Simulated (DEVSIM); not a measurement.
System: Schottky contact on n-type Si, at 350 K.

```
layer (left to right)  material  thickness (μm)  Nd (cm⁻³)  τn (s)  τp (s)
---------------------  --------  --------------  ---------  ------  ------
1                            Si            3.20     4.2e16  6.8e-5  6.8e-5
2                            Si           0.510     1.2e18  6.8e-5  6.8e-5
```

Left contact: Schottky, work function 4.69 eV, emission velocity 1.1e7 cm/s. Right contact: ohmic. Voltage is applied to the left contact. Recombination: SRH at mid-gap, Auger. Mobility is constant in doping.

This is a model device: material constants are rounded textbook-type values typed into the input, and sizes, dopings and lifetimes were drawn at random. Values at 300 K; Nc and Nv go as T^1.5, mobilities as T to minus their exponent, the gap by Varshni's rule with the affinity fixed.

```csv
parameter,Si
gap (eV),1.124
affinity (eV),4.05
permittivity,11.7
Nc (cm⁻³),2.86e19
Nv (cm⁻³),3.1e19
μn (cm²/Vs),1417
μp (cm²/Vs),470
T exponent of μn,2.3
T exponent of μp,2.2
Cn (cm⁶/s),2.8e-31
Cp (cm⁶/s),9.9e-32
Varshni α (eV/K),0.000473
Varshni β (K),636
```

Model (solved in DEVSIM): 1D drift-diffusion, Boltzmann statistics, complete ionisation; no tunnelling, impact ionisation, image-force lowering or self-heating. Metal contacts follow the ideal Schottky-Mott rule: no Fermi-level pinning, no interface dipoles.

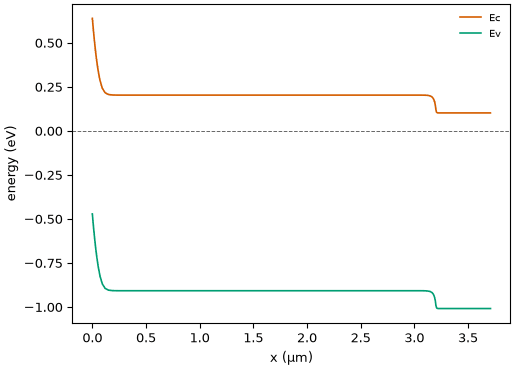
Figure. Band edges at zero bias

Energies count from the Fermi level of the right contact; mesh points crowd at the junctions.

| x (μm) | Ec (eV) | Ev (eV) | n (cm⁻³) | p (cm⁻³) | field (V/cm) |
|---|---|---|---|---|---|
| 0.000 | 0.640 | -0.471 | 2.2e10 | 6.5e12 | -72000 |
| 0.02017 | 0.507 | -0.604 | 1.8e12 | 7.8e10 | -60000 |
| 0.05384 | 0.343 | -0.768 | 4.1e14 | 3.4e8 | -38000 |
| 0.1186 | 0.217 | -0.893 | 2.7e16 | 5300000 | -5900 |
| 0.2950 | 0.204 | -0.907 | 4.2e16 | 3400000 | ≈ 0 |
| 0.5363 | 0.204 | -0.907 | 4.2e16 | 3400000 | ≈ 0 |
| 1.000 | 0.204 | -0.907 | 4.2e16 | 3400000 | ≈ 0 |
| 2.047 | 0.204 | -0.907 | 4.2e16 | 3400000 | ≈ 0 |
| 2.554 | 0.204 | -0.907 | 4.2e16 | 3400000 | ≈ 0 |
| 2.857 | 0.204 | -0.907 | 4.2e16 | 3400000 | ≈ 0 |
| 3.023 | 0.204 | -0.907 | 4.2e16 | 3400000 | ≈ 0 |
| 3.131 | 0.202 | -0.909 | 4.5e16 | 3200000 | -970 |
| 3.173 | 0.188 | -0.923 | 7.1e16 | 2000000 | -8000 |
| 3.196 | 0.145 | -0.965 | 2.9e17 | 490000 | -40000 |
| 3.220 | 0.103 | -1.008 | 1.2e18 | 120000 | -560 |
| 3.254 | 0.103 | -1.008 | 1.2e18 | 120000 | ≈ 0 |
| 3.313 | 0.103 | -1.008 | 1.2e18 | 120000 | ≈ 0 |
| 3.408 | 0.103 | -1.008 | 1.2e18 | 120000 | ≈ 0 |
| 3.575 | 0.103 | -1.008 | 1.2e18 | 120000 | ≈ 0 |
| 3.643 | 0.103 | -1.008 | 1.2e18 | 120000 | ≈ 0 |
| 3.681 | 0.103 | -1.008 | 1.2e18 | 120000 | ≈ 0 |
| 3.710 | 0.103 | -1.008 | 1.2e18 | 120000 | ≈ 0 |
